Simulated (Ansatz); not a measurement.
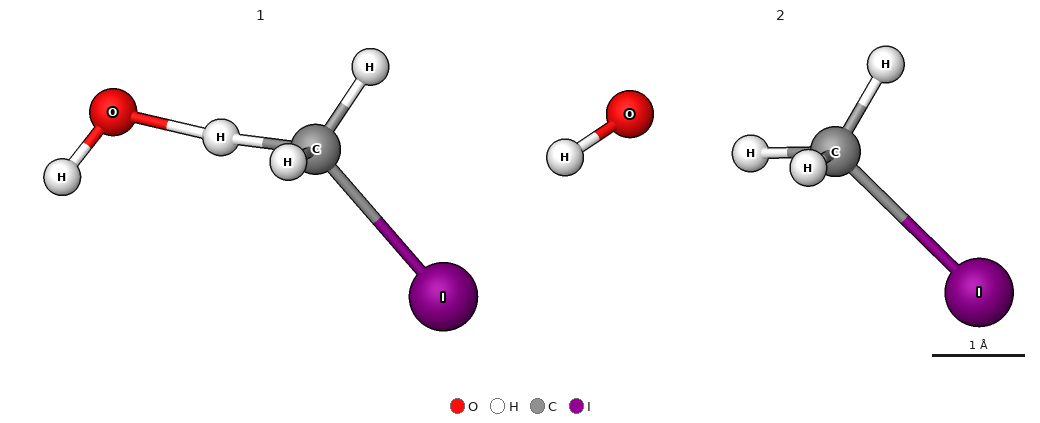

Two geometries of CH₄IO (charge −1) (coarse preliminary run), drawn at one scale. One is the start of a relaxation, the other its converged end. Style: ball-and-stick. Shown from a free direction.

Computed with RKS PBE-D4/def2-SVPD in Ansatz. Set-up: force threshold 0.03 eV/Å; at most 250 steps.

Question: Which geometry has the lower energy?

Answer: Structure 2 is the relaxed one. The atom that moves furthest after the best rigid fit is an H atom (0.29 Å). By element the largest moves are H 0.29 Å, I 0.19 Å, O 0.10 Å, C 0.03 Å. Some distances before and after: H–O 1.365 → 1.559 Å, C–H 1.279 → 1.188 Å, C–I 2.185 → 2.241 Å, C–H 1.090 → 1.108 Å. Among the angles between lasting bonds that change: I–C–H 119.2° → 116.2°, H–C–H 109.5° → 111.9°, H–C–H 110.0° → 112.2°. Over 11 geometry steps the energy falls by 1.32 kcal/mol. The largest force component goes from 0.63 to 0.028 eV/Å. The forces were under the threshold at step 9, but the run went on from there.
